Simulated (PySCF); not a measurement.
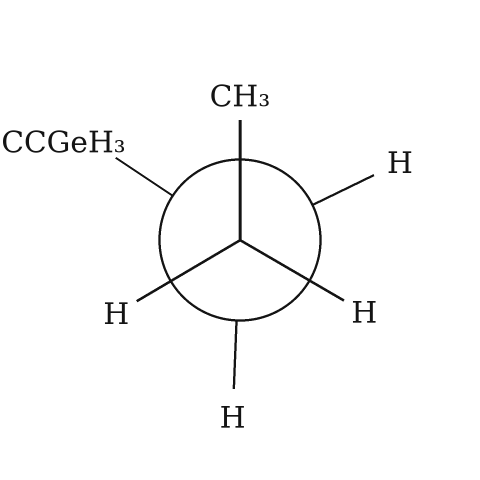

A Newman projection along the Si–C bond, silicon in front; angles are drawn as computed, but eclipsed bonds slightly apart. The geometry was computed by an optimisation with GFN2-xTB. No frequency run is at hand to confirm it as a minimum.

Which molecule is it?

C4H10GeSi, C[SiH2]CC#[C][GeH3]

What is the torsion angle from the front CH3 to the back CCGeH3? The sign is positive where the front bond must turn clockwise to cover the back bond.

−57°, synclinal (gauche). The conformation about this bond is staggered.
